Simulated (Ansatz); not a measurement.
**How fast states decay through NaYCl2F2**

Wanted: the relaxed cell of NaYCl2F2, its band edges and its decay constants. It is built by putting Cl for part of the F in the NaYF4 structure of space group P4/mmm, with the volume rescaled by atomic radii. The parent structure comes from the Materials Project.

Program: Ansatz 0.2.0. Level of theory: PBE DFT, plane waves, PAW files, in the first sound run; inputs show where later runs differ. Results are calculated unless marked as measured.

The structure was built from a prototype and need not be the compound's stable phase.

## Step 1: Set-up

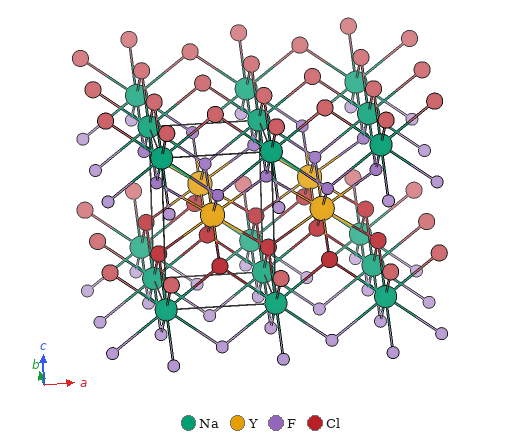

The starting structure, seen slightly off an axis (sodium teal, yttrium orange, fluorine purple, chlorine red). 2×2×1 cells are drawn. Some periodic images of atoms are drawn too.

## Step 2: Cell and atoms at rest

The substituted atoms don't fit the parent's cell, so cell and atoms relax together. A small smearing keeps the run stable in case the gap closes on the way.

input.yaml reads:

```yaml
crystal:
  lattice:
    - [4.0468455271, 0.0, 0.0]
    - [0.0, 4.0468455271, 0.0]
    - [0.0, 0.0, 5.808126574]
  atoms:
    - { symbol: Na, position: [0.0, 0.0, 0.0] }
    - { symbol: "Y", position: [0.5, 0.5, 0.5] }
    - { symbol: F, position: [0.5, 0.0, 0.73387451] }
    - { symbol: Cl, position: [0.0, 0.5, 0.26612549] }
    - { symbol: Cl, position: [0.5, 0.0, 0.26612549] }
    - { symbol: F, position: [0.0, 0.5, 0.73387451] }
kpoints:
  mp_grid: { grid: [6, 6, 4] }
scf:
  occupations: { method: gaussian, width: 0.03 }
hamiltonian:
  xc: pbe
output:
  forces: true
  stress: true
relax:
  f_tol: 0.02
  max_steps: 60
  cell: {}
```

Command:

```console
> ansatz run input.yaml --threads 2 --pin off --max-ram 4096MiB --backend cpu --events-out ev --progress --plain --runs-dir out
```

Numbers of over 12 decimals in the logs are rounded to 6 here.

The program printed:

```text
Engine: ansatz 0.2.0, aarch64-unknown-linux-gnu
Pseudopotentials: kind: paw
Pseudopotential: Na, paw, valence charge 9, recommended cutoff 420 eV (normal), Na.paw.azcp
Pseudopotential: Y, paw, valence charge 11, recommended cutoff 420 eV (normal), Y.paw.azcp
Pseudopotential: F, paw, valence charge 7, recommended cutoff 420 eV (normal), F.paw.azcp
Pseudopotential: Cl, paw, valence charge 7, recommended cutoff 420 eV (normal), Cl.paw.azcp
Functional definition: PBE
  parameter kappa = 0.804
  parameter beta = 0.066725
  exchange = pbe_x(kappa = kappa, mu = beta*pi^2/3)
  correlation = pbe_c(beta = beta)
Crystal: 6 atoms, lattice volume = 95.119 Å³
Basis set: ecut = 420 eV, 1875 PW (Γ), exchange–correlation on 60×60×80 points (8 copies of the dense FFT grid, shifted against one another)
Bands: 30, of which v1, the nominal top of the filled ones, is band 24 counted from 1 (23 counted from 0)
Symmetry: 8 space group operations
Space group: P4mm (ITA 99), of the structure as read, at distance tolerance 4.6e-5 Å
k-points: 30 of 144 (time reversal used)
Non-local potential: Na, projectors of the file, l = 0: 3, l = 1: 2, l = 2: 1
Non-local potential: Y, projectors of the file, l = 0: 3, l = 1: 2, l = 2: 2, l = 3: 1
Non-local potential: F, projectors of the file, l = 0: 2, l = 1: 2, l = 2: 1
Non-local potential: Cl, projectors of the file, l = 0: 2, l = 1: 2, l = 2: 2
PAW form: soft (Blöchl's): semilocal exchange-correlation on the pseudo side does not see the compensation charge
PAW one-centre angular grid: Na, 110 points (default); XC on 64 Gauss nodes
PAW one-centre angular grid: Y, 590 points (default); XC on 64 Gauss nodes
PAW one-centre angular grid: F, 110 points (default); XC on 64 Gauss nodes
PAW one-centre angular grid: Cl, 110 points (default); XC on 64 Gauss nodes
Initial density: superposition of atomic densities (neutral atoms: chi_scale 0, normalization atom), corrected by the library's trained network
Initial wavefunctions: pseudopotential atomic-orbital guess
Functional: x = pbe(κ = 0.804, μ = 0.219515), c = pbe(β = 0.066725)
SCF iter   1: F=—  HF=-9119.671617 eV  |F-HF|=—  |Δ(HF+E_count)|=         —  Δρ=2.54e-3  dr2=9.25e-3  ethr=1.77e-3  ⟨swp⟩=7.1  Hψ=4325  notcnv=0
preconditioner: auto → Resta (q_TF=auto, 2.434 Å⁻¹)  ε∞=3.2  [insulator: Δε(μ)=3.783 eV  Ē_g=16.985 eV  σ=0.030 eV  W_gap=1.00  n_scr=20 (ndim 8)  ℏωp=25.3 eV  f_vac=0.089  D(μ)=0.00/eV (n_scr^D=0)  ε∞_Penn≈3.2]
SCF iter   2: F=—  HF=-9119.667289 eV  |F-HF|=—  |Δ(HF+E_count)|=   4.33e-3  Δρ=1.39e-3  dr2=2.80e-3  ethr=1.93e-5  ⟨swp⟩=2.2  Hψ=1833  notcnv=0  defer=44
SCF iter   3: F=—  HF=-9119.666949 eV  |F-HF|=—  |Δ(HF+E_count)|=   3.40e-4  Δρ=8.40e-4  dr2=6.88e-4  ethr=5.83e-6  ⟨swp⟩=2.0  Hψ=1493  notcnv=0  defer=44
SCF iter   4: F=—  HF=-9119.666863 eV  |F-HF|=—  |Δ(HF+E_count)|=   8.60e-5  Δρ=2.76e-4  dr2=7.17e-5  ethr=1.43e-6  ⟨swp⟩=2.0  Hψ=1203  notcnv=0  defer=44
SCF iter   5: F=—  HF=-9119.666763 eV  |F-HF|=—  |Δ(HF+E_count)|=   9.95e-5  Δρ=9.28e-5  dr2=1.21e-5  ethr=1.49e-7  ⟨swp⟩=2.0  Hψ=1499  notcnv=0  defer=44
SCF iter   6: F=—  HF=-9119.666766 eV  |F-HF|=—  |Δ(HF+E_count)|=   3.14e-6  Δρ=3.45e-5  dr2=1.00e-6  ethr=2.51e-8  ⟨swp⟩=2.2  Hψ=1316  notcnv=0  defer=44
SCF iter   7: F=-9119.666767 eV  HF=-9119.666767 eV  |F-HF|=2.14e-8  |Δ(HF+E_count)|=   1.00e-6  Δρ=7.45e-6  dr2=4.94e-8  ethr=2.08e-10  ⟨swp⟩=3.0  Hψ=3695  notcnv=0
SCF 1 converged in 7 iterations: F = -9119.666767 eV  dr2 = 4.94e-8
  greatest PAW one-centre occupation: 0.999 electrons in one spin orbital (limit 2), on the Na atom at site 0 (counted from 0), in its partial waves of l = 0
relax step   1: F+E_penalty+E_count = -9119.66676716 eV  Δ(F+E_penalty+E_count) = +0.000e0 eV  max|allowed force component| = 6.419e0 eV/Å  Δτ_max = 0.0000 Å  P = +20.122 GPa  Ω = 95.119 Å³  (7 SCF iters, dr2 threshold 1.00e-7 eV, accepted)
Crystal: 6 atoms, lattice volume = 102.031 Å³
Basis set: ecut = 420 eV, 1947 PW (Γ), exchange–correlation on 60×60×80 points (8 copies of the dense FFT grid, shifted against one another)
Initial density: handed on by an earlier stage of this run
Initial wavefunctions: those handed on with the density
iter 1 solved again at ethr=7.32e-4 eV; its pass at ethr=3.10e-3 eV (dr2=3.51e-1 eV) is discarded
SCF iter   1: F=—  HF=-9121.344332 eV  |F-HF|=—  |Δ(HF+E_count)|=         —  Δρ=1.78e-2  dr2=3.53e-1  ethr=7.32e-4  ⟨swp⟩=1.0  Hψ=4691  notcnv=0
preconditioner: auto → Resta (q_TF=auto, 2.406 Å⁻¹)  ε∞=3.1  [insulator: Δε(μ)=3.252 eV  Ē_g=16.770 eV  σ=0.030 eV  W_gap=1.00  n_scr=28 (ndim 8)  ℏωp=24.4 eV  f_vac=0.097  D(μ)=0.00/eV (n_scr^D=0)  ε∞_Penn≈3.1]
SCF iter   2: F=—  HF=-9121.250257 eV  |F-HF|=—  |Δ(HF+E_count)|=   9.41e-2  Δρ=8.29e-3  dr2=5.94e-2  ethr=7.32e-4  ⟨swp⟩=3.8  Hψ=1750  notcnv=0
SCF iter   3: F=—  HF=-9121.237459 eV  |F-HF|=—  |Δ(HF+E_count)|=   1.28e-2  Δρ=3.15e-3  dr2=7.10e-3  ethr=1.24e-4  ⟨swp⟩=3.1  Hψ=1901  notcnv=0  defer=20
SCF iter   4: F=—  HF=-9121.236857 eV  |F-HF|=—  |Δ(HF+E_count)|=   6.02e-4  Δρ=1.08e-3  dr2=8.68e-4  ethr=1.48e-5  ⟨swp⟩=2.0  Hψ=1585  notcnv=0  defer=21
SCF iter   5: F=—  HF=-9121.237095 eV  |F-HF|=—  |Δ(HF+E_count)|=   2.38e-4  Δρ=2.21e-4  dr2=7.16e-5  ethr=1.81e-6  ⟨swp⟩=2.1  Hψ=1346  notcnv=0  defer=21
SCF iter   6: F=—  HF=-9121.236948 eV  |F-HF|=—  |Δ(HF+E_count)|=   1.47e-4  Δρ=5.75e-5  dr2=5.23e-6  ethr=1.49e-7  ⟨swp⟩=2.0  Hψ=1267  notcnv=0  defer=21
SCF iter   7: F=-9121.236958 eV  HF=-9121.236957 eV  |F-HF|=4.58e-7  |Δ(HF+E_count)|=   9.34e-6  Δρ=1.21e-5  dr2=1.78e-7  ethr=1.25e-9  ⟨swp⟩=4.8  Hψ=3176  notcnv=0
SCF 2 converged in 7 iterations: F = -9121.236958 eV  dr2 = 1.78e-7
relax step   2: F+E_penalty+E_count = -9121.23695775 eV  Δ(F+E_penalty+E_count) = -1.570e0 eV  max|allowed force component| = 1.655e0 eV/Å  Δτ_max = 0.1935 Å  P = +7.589 GPa  Ω = 102.031 Å³  energy of the carried Pulay correction = -1.010e-2 eV  (7 SCF iters, dr2 threshold 6.00e-7 eV, accepted)
Crystal: 6 atoms, lattice volume = 109.815 Å³
Basis set: ecut = 420 eV, 2141 PW (Γ), exchange–correlation on 60×60×80 points (8 copies of the dense FFT grid, shifted against one another)
iter 1 solved again at ethr=2.62e-4 eV; its pass at ethr=3.10e-3 eV (dr2=1.26e-1 eV) is discarded
SCF iter   1: F=—  HF=-9121.575057 eV  |F-HF|=—  |Δ(HF+E_count)|=         —  Δρ=1.00e-2  dr2=1.27e-1  ethr=2.62e-4  ⟨swp⟩=1.0  Hψ=4479  notcnv=0
preconditioner: auto → Resta (q_TF=auto, 2.377 Å⁻¹)  ε∞=3.0  [insulator: Δε(μ)=3.087 eV  Ē_g=16.457 eV  σ=0.030 eV  W_gap=1.00  n_scr=28 (ndim 8)  ℏωp=23.5 eV  f_vac=0.117  D(μ)=0.00/eV (n_scr^D=0)  ε∞_Penn≈3.0]
SCF iter   2: F=—  HF=-9121.539013 eV  |F-HF|=—  |Δ(HF+E_count)|=   3.60e-2  Δρ=4.85e-3  dr2=2.23e-2  ethr=2.62e-4  ⟨swp⟩=2.2  Hψ=1417  notcnv=0
SCF iter   3: F=—  HF=-9121.532686 eV  |F-HF|=—  |Δ(HF+E_count)|=   6.33e-3  Δρ=2.05e-3  dr2=4.39e-3  ethr=4.64e-5  ⟨swp⟩=2.4  Hψ=1533  notcnv=0  defer=15
SCF iter   4: F=—  HF=-9121.531853 eV  |F-HF|=—  |Δ(HF+E_count)|=   8.34e-4  Δρ=5.95e-4  dr2=4.44e-4  ethr=9.15e-6  ⟨swp⟩=2.0  Hψ=1428  notcnv=0  defer=15
SCF iter   5: F=—  HF=-9121.532271 eV  |F-HF|=—  |Δ(HF+E_count)|=   4.19e-4  Δρ=1.59e-4  dr2=4.00e-5  ethr=9.26e-7  ⟨swp⟩=2.1  Hψ=1455  notcnv=0  defer=16
SCF iter   6: F=—  HF=-9121.532313 eV  |F-HF|=—  |Δ(HF+E_count)|=   4.16e-5  Δρ=4.75e-5  dr2=2.62e-6  ethr=8.32e-8  ⟨swp⟩=2.0  Hψ=1513  notcnv=0  defer=16
SCF iter   7: F=-9121.532318 eV  HF=-9121.532318 eV  |F-HF|=4.80e-7  |Δ(HF+E_count)|=   4.94e-6  Δρ=1.23e-5  dr2=1.84e-7  ethr=1.25e-9  ⟨swp⟩=4.0  Hψ=3180  notcnv=0
SCF 3 converged in 7 iterations: F = -9121.532318 eV  dr2 = 1.84e-7
relax step   3: F+E_penalty+E_count = -9121.53231823 eV  Δ(F+E_penalty+E_count) = -2.954e-1 eV  max|allowed force component| = 3.426e-1 eV/Å  Δτ_max = 0.0712 Å  P = +1.759 GPa  Ω = 109.815 Å³  energy of the carried Pulay correction = -2.066e-2 eV  (7 SCF iters, dr2 threshold 6.00e-7 eV, accepted)
[... from here on, the SCF cycles and remarks between the steps are left out ...]
relax step   4: F+E_penalty+E_count = -9121.55340337 eV  Δ(F+E_penalty+E_count) = -2.109e-2 eV  max|allowed force component| = 2.104e-1 eV/Å  Δτ_max = 0.0356 Å  P = -0.280 GPa  Ω = 112.262 Å³  energy of the carried Pulay correction = -2.382e-2 eV  (6 SCF iters, dr2 threshold 6.00e-7 eV, accepted)
relax step   5: F+E_penalty+E_count = -9121.56149554 eV  Δ(F+E_penalty+E_count) = -8.092e-3 eV  max|allowed force component| = 8.392e-2 eV/Å  Δτ_max = 0.0387 Å  P = -0.184 GPa  Ω = 112.017 Å³  energy of the carried Pulay correction = -2.351e-2 eV  (6 SCF iters, dr2 threshold 6.00e-7 eV, accepted)
relax step   6: F+E_penalty+E_count = -9121.56559958 eV  Δ(F+E_penalty+E_count) = -4.104e-3 eV  max|allowed force component| = 2.065e-2 eV/Å  Δτ_max = 0.0463 Å  P = +0.006 GPa  Ω = 111.504 Å³  energy of the carried Pulay correction = -2.285e-2 eV  (7 SCF iters, dr2 threshold 4.40e-7 eV, accepted)
relax step   7: F+E_penalty+E_count = -9121.56546156 eV  Δ(F+E_penalty+E_count) = +1.380e-4 eV  max|allowed force component| = 1.632e-2 eV/Å  Δτ_max = 0.0052 Å  P = -0.034 GPa  Ω = 111.765 Å³  energy of the carried Pulay correction = -2.319e-2 eV  (6 SCF iters, dr2 threshold 3.68e-8 eV, accepted)
relax step   8: F+E_penalty+E_count = -9121.56563045 eV  Δ(F+E_penalty+E_count) = -1.689e-4 eV  max|allowed force component| = 1.443e-3 eV/Å  Δτ_max = 0.0034 Å  P = -0.005 GPa  Ω = 111.684 Å³  energy of the carried Pulay correction = -2.308e-2 eV  (6 SCF iters, dr2 threshold 2.28e-8 eV, accepted)
relax step   9: F+E_penalty+E_count = -9121.63278818 eV  Δ(F+E_penalty+E_count) = -6.716e-2 eV  max|allowed force component| = 2.124e-3 eV/Å  Δτ_max = 0.0000 Å  P = +1.007 GPa  Ω = 111.684 Å³  stress off target by 1.02e0 GPa  SCF on the basis re-selected at this cell (its energy is not comparable with the rows above)  (7 SCF iters)
relax step  10: F+E_penalty+E_count = -9121.63704088 eV  Δ(F+E_penalty+E_count) = -4.253e-3 eV  max|allowed force component| = 4.962e-3 eV/Å  Δτ_max = 0.0086 Å  P = +0.192 GPa  Ω = 113.569 Å³  energy of the carried Pulay correction = -2.712e-3 eV  (6 SCF iters, dr2 threshold 6.00e-7 eV, accepted)
relax step  11: F+E_penalty+E_count = -9121.63659761 eV  Δ(F+E_penalty+E_count) = +4.433e-4 eV  max|allowed force component| = 7.048e-4 eV/Å  Δτ_max = 0.0028 Å  P = +0.006 GPa  Ω = 114.057 Å³  energy of the carried Pulay correction = -3.486e-3 eV  (5 SCF iters, dr2 threshold 1.27e-7 eV, accepted)
iter 1 solved again at ethr=2.17e-7 eV; its pass at ethr=3.10e-3 eV (dr2=1.04e-4 eV) is discarded
SCF iter   1: F=—  HF=-9121.638814 eV  |F-HF|=—  |Δ(HF+E_count)|=         —  Δρ=2.37e-4  dr2=4.95e-6  ethr=2.17e-7  ⟨swp⟩=3.0  Hψ=6124  notcnv=0
preconditioner: auto → Resta (q_TF=auto, 2.362 Å⁻¹)  ε∞=3.0  [insulator: Δε(μ)=2.936 eV  Ē_g=16.180 eV  σ=0.030 eV  W_gap=1.00  n_scr=28 (ndim 8)  ℏωp=23.1 eV  f_vac=0.111  D(μ)=0.00/eV (n_scr^D=0)  ε∞_Penn≈3.0]
SCF iter   2: F=—  HF=-9121.639928 eV  |F-HF|=—  |Δ(HF+E_count)|=   1.11e-3  Δρ=1.12e-4  dr2=1.51e-6  ethr=1.03e-8  ⟨swp⟩=2.0  Hψ=1536  notcnv=0
SCF iter   3: F=—  HF=-9121.640250 eV  |F-HF|=—  |Δ(HF+E_count)|=   3.22e-4  Δρ=4.99e-5  dr2=1.96e-7  ethr=3.16e-9  ⟨swp⟩=2.0  Hψ=1190  notcnv=0
SCF iter   4: F=—  HF=-9121.640325 eV  |F-HF|=—  |Δ(HF+E_count)|=   7.53e-5  Δρ=1.51e-6  dr2=4.55e-9  ethr=4.09e-10  ⟨swp⟩=2.0  Hψ=1512  notcnv=0
SCF iter   5: F=—  HF=-9121.640325 eV  |F-HF|=—  |Δ(HF+E_count)|=   1.70e-8  Δρ=5.35e-7  dr2=7.25e-10  ethr=9.47e-12  ⟨swp⟩=2.0  Hψ=1221  notcnv=0
SCF iter   6: F=-9121.640325 eV  HF=-9121.640325 eV  |F-HF|=2.55e-11  |Δ(HF+E_count)|=   1.48e-9  Δρ=1.68e-7  dr2=2.68e-11  ethr=1.00e-12  ⟨swp⟩=3.0  Hψ=3822  notcnv=0
SCF 12 converged in 6 iterations: F = -9121.640325 eV  dr2 = 2.68e-11
relax step  12: F+E_penalty+E_count = -9121.64032526 eV  Δ(F+E_penalty+E_count) = -3.728e-3 eV  max|allowed force component| = 8.592e-4 eV/Å  Δτ_max = 0.0000 Å  P = +0.026 GPa  Ω = 114.057 Å³  stress off target by 4.62e-2 GPa  SCF on the basis re-selected at this cell (its energy is not comparable with the rows above)  (6 SCF iters)
basis re-selected at this cell: Δ(F+E_penalty+E_count) = -3.728e-3 eV, ΔP = +0.020 GPa vs the last step (what re-selecting the basis moved, of the pressure what is left beyond the Pulay correction that the steps carried, after the strain that the cell walked since its last selection, with what the two solves' SCF thresholds leave and, on support functions, any second-order correction that the steps lacked; it is no m [...]
SCF converged after 6 iterations
Free energy (F): -9121.640325 eV
Harris-Foulkes:  -9121.640325 eV  (|F-HF|=2.55e-11)
Internal energy: -9121.640325 eV  (E = F + TS)
E sigma→0 (E₀):  -9121.640325 eV
Fermi energy:    6.610342 eV
--- Per-component energies (eV) ---
  E_band       = -448.445918
  E_kinetic    = 1161.758729
  E_local      = -3702.625295  (includes V_loc(G=0)·N_el)
  E_nonlocal   = 367.712633
  E_hartree    = 1322.034631
  E_xc         = -589.071254
  E_vxc        = -701.453932  (∫ρ·V_xc dr)
  E_paw        = -4807.403222  (= ΣΔE_a)
  E_vpaw       = -217.911674  (= ΣTr[D̂ρ^β])
  E_aug_tail   = 0.004215  (compensation charges beyond the density's cutoff)
  E_ewald      = -2874.050764
  E_smearing   = -0.000000  (= −TS)
  E_closure    = 0.000000  (closes the sum)
  Σ components = -9121.640325   (vs F -9121.640325, Δ=0.00e0)
--- Forces (eV/Å), atoms counted from 1 ---
  atom   1  Na     0.00000000    -0.00000000     0.00044555
  atom   2  Y      0.00000000    -0.00000000    -0.00085899
  atom   3  F      0.00000000    -0.00000000    -0.00016256
  atom   4  Cl    -0.00000000    -0.00000000     0.00036981
  atom   5  Cl     0.00000000     0.00000000     0.00036981
  atom   6  F     -0.00000000     0.00000000    -0.00016256
  max |Σ_I F_I| component: 1.06e-6 eV/Å
--- Stress (GPa, compression-positive) ---
        0.015953      -0.000000       0.000000
       -0.000000       0.015953       0.000000
        0.000000       0.000000       0.046169
  P = ⅓ Tr σ = 0.0260 GPa (0.260 kbar)
--- Relaxed structure (10 steps of the walk, 10 accepted, 2 SCFs on fresh bases) ---
  F+E_penalty+E_count = -9121.64032526 eV   max|allowed force component| = 8.592e-4 eV/Å   (the final SCF, on the basis selected at the relaxed cell)
  cell:  # Å, volume = 114.0567 Å³
    - [4.301416, 0, 0]
    - [0, 4.301416, 0.0]
    - [0, 0.0, 6.164502]
  atoms:
    - { symbol: Na, position: [0, 0, -0.042434] }
    - { symbol: Y, position: [0.5, 0.5, 0.547752] }
    - { symbol: F, position: [0.5, 0, 0.729116] }
    - { symbol: Cl, position: [0, 0.5, 0.268225] }
    - { symbol: Cl, position: [0.5, 0, 0.268225] }
    - { symbol: F, position: [0, 0.5, 0.729116] }
```

Wall time 39 s (2 threads of Arm Neoverse V2, shared host); peak memory 0.4 GiB.

Step by step:

| step | energy less that of the first step (eV) | largest force component (eV/Å) | pressure (GPa) | volume (Å³) |
| --- | --- | --- | --- | --- |
| 1 | 0.0000 | 6.4186 | 20.12 | 95.12 |
| 2 | -1.5702 | 1.6551 | 7.59 | 102.03 |
| 3 | -1.8656 | 0.3426 | 1.76 | 109.82 |
| 4 | -1.8866 | 0.2104 | -0.28 | 112.26 |
| 5 | -1.8947 | 0.0839 | -0.18 | 112.02 |
| 6 | -1.8988 | 0.0206 | 0.01 | 111.50 |
| 7 | -1.8987 | 0.0163 | -0.03 | 111.76 |
| 8 | -1.8989 | 0.0014 | -0.01 | 111.68 |
| 9* | -1.9660 | 0.0021 | 1.01 | 111.68 |
| 10 | -1.9703 | 0.0050 | 0.19 | 113.57 |
| 11 | -1.9698 | 0.0007 | 0.01 | 114.06 |
| 12* | -1.9736 | 0.0009 | 0.03 | 114.06 |

Relaxation steps marked * repeat the geometry before them on a plane-wave basis chosen anew for their cell, so energy and pressure can jump there.

The run keeps the 8 symmetry operations that it works with, so distortions that break them were not tested.

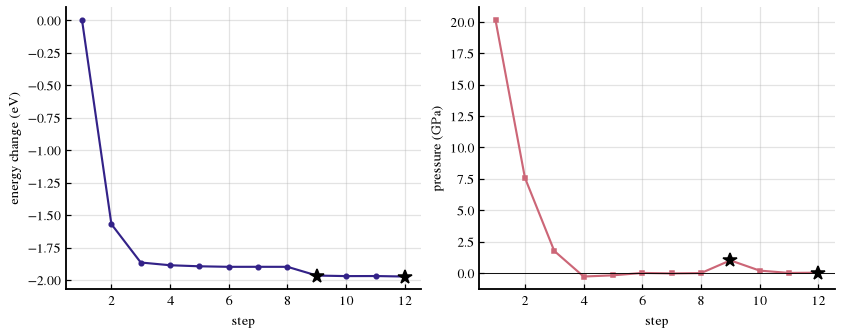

Energy and pressure along the relaxation. Stars mark steps on a basis chosen anew.

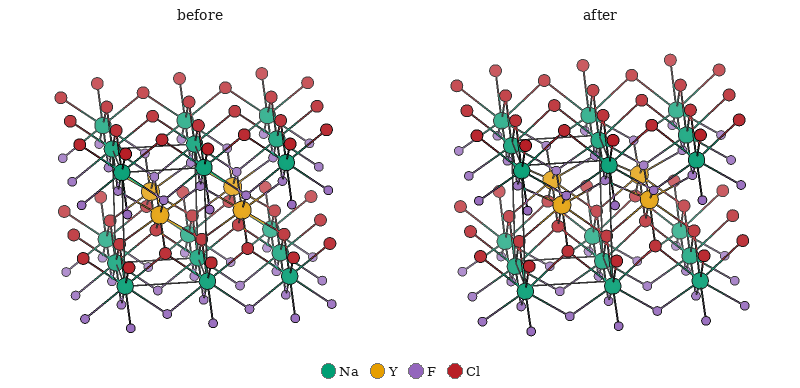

The structure before and after the relaxation, drawn at the same scale.

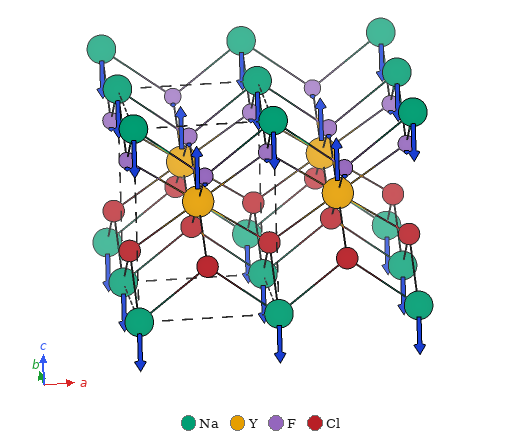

Displacements in the relaxation, exaggerated, measured against the changing cell; the longest in the cell stands for 0.29 Å. 2×2×1 cells are drawn. Some periodic images of atoms are drawn too.

| conventional cell, symmetrised | before | after | change |
| --- | --- | --- | --- |
| a (Å) | 4.047 | 4.301 | +6.3 % |
| b (Å) | 4.047 | 4.301 | +6.3 % |
| c (Å) | 5.808 | 6.165 | +6.1 % |
| volume (Å³/atom) | 15.85 | 19.01 | +19.9 % |

The atoms that moved most (Å, as changes of fractional coordinates times the final cell):

| atom | dx | dy | dz | length |
| --- | --- | --- | --- | --- |
| Y2 | 0.000 | 0.000 | 0.294 | 0.294 |
| Na1 | 0.000 | 0.000 | -0.262 | 0.262 |
| F3 | 0.000 | 0.000 | -0.029 | 0.029 |
| F6 | 0.000 | 0.000 | -0.029 | 0.029 |
| Cl4 | 0.000 | 0.000 | 0.013 | 0.013 |
| Cl5 | 0.000 | 0.000 | 0.013 | 0.013 |

Final coordinates:

```xyz
6
Lattice="4.3014 0.0000 0.0000 0.0000 4.3014 0.0000 0.0000 0.0000 6.1645" Properties=species:S:1:pos:R:3 pbc="T T T"
Na    0.0000    0.0000   -0.2616
Y     2.1507    2.1507    3.3766
F     2.1507    0.0000    4.4946
Cl    0.0000    2.1507    1.6535
Cl    2.1507    0.0000    1.6535
F     0.0000    2.1507    4.4946
```

Numbers from this step:

* free energy: -9121.6403 eV
* Fermi energy: 6.610 eV
* pressure: 0.02603 GPa

The largest force component on a free atom ends at 8.6e-4 eV/Å.

(Continued in part 2 of 2.)

[Logs are printed without paths, hosts, clocks, repeated set-up lines and the standing remarks that a program may print on its own settings, such as how far it seeks lower states.]

[Hosts, paths, dates, database ids (printed as entryN), source tags and the programs' standing remarks are cut or masked in the printed files.]
